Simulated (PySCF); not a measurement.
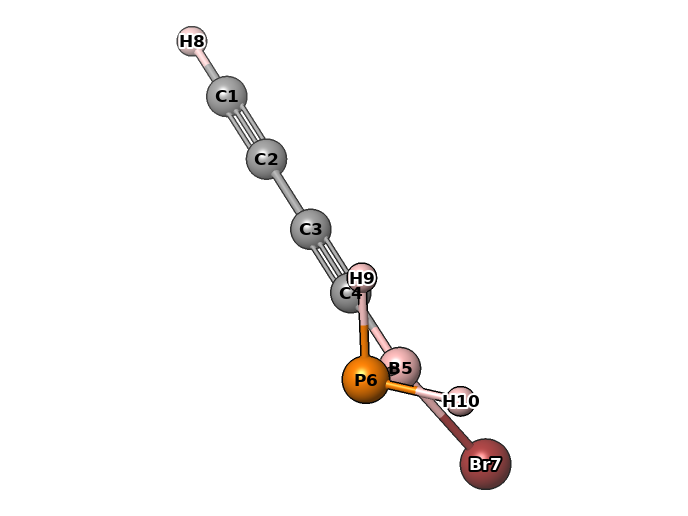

B5 lies behind P6. The molecule seen a little off the P6–B5 bond, P6 in front. Depth is shown by fading: the farther an atom, the more it takes the colour of the background. The computed structure is the end point of a PBE0-D3(BJ)/def2-SVP optimisation. No frequency run is at hand to confirm it as a minimum.

### What is the torsion angle H9–P6–B5–Br7? The sign is positive where the front bond must turn clockwise to cover the back bond.

145°, anticlinal.
